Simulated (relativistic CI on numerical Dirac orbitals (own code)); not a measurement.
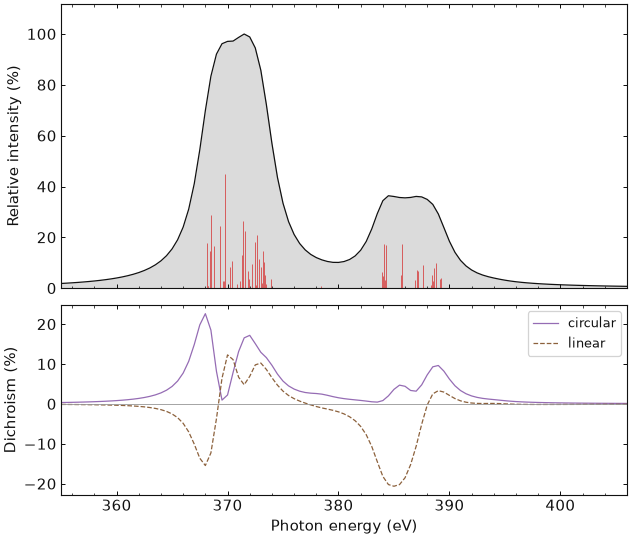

Computed core-level spectrum (absorption) of an ion of charge +4 in a field of Oh symmetry with 10Dq = 25,500 cm⁻¹. Sticks are the strongest transitions, on a scale of their own. Multiplet model: relativistic Dirac–Coulomb–Breit theory, one configuration a step, Slater integrals scaled by 1, 300 K, Voigt broadening (Lorentzian 3 eV, Gaussian 0.4 eV full widths), computed with a radial Dirac CI code. Dichroism is for the ground state at zero temperature, magnetised by an exchange field of 10 meV on Sz (linear: z less the mean of x and y).

Which element and which edge or line is it?

Answer. M₂,₃ X-ray absorption of Nb⁴⁺ (niobium, Z = 41), initial configuration [Kr] 4d. The main maxima lie at 371.5 eV (100) and 384.7 eV (36), heights in % of the largest; the centroid is at 375.0 eV. The ground state has S = 0.50. The circular dichroism (Δm = −1 less Δm = +1) is largest at 368.0 eV, 23 % of the isotropic maximum. The magnetised ground state has ⟨Lz⟩ = 1.00 and ⟨Sz⟩ = −0.50.

Note: free-ion energies, so absolute edge positions are off by a few eV from solids.
